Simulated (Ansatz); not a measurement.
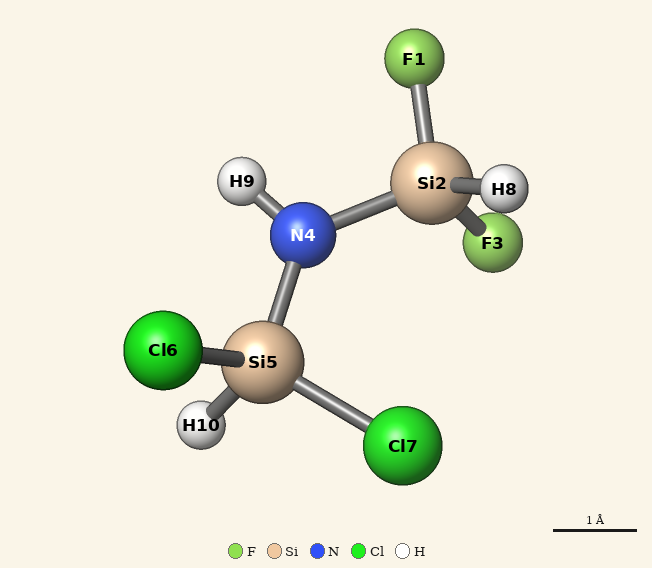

The atoms are numbered. The geometry was computed by an optimisation with PBE0-D4/def2-TZVP. No frequency run is at hand to confirm it as a minimum.

Give these bond angles: F1–Si2–F3, F1–Si2–H8, Si2–N4–H9, F3–Si2–N4, F3–Si2–H8, N4–Si2–H8, N4–Si5–Cl6, N4–Si5–Cl7, N4–Si5–H10, Si5–N4–H9, Cl6–Si5–Cl7, Cl7–Si5–H10.

```tsv
angle	degrees
F1–Si2–F3	107.4
F1–Si2–H8	109.7
Si2–N4–H9	114.1
F3–Si2–N4	111.4
F3–Si2–H8	107.6
N4–Si2–H8	115.0
N4–Si5–Cl6	110.7
N4–Si5–Cl7	106.3
N4–Si5–H10	114.0
Si5–N4–H9	115.8
Cl6–Si5–Cl7	110.2
Cl7–Si5–H10	109.1
```
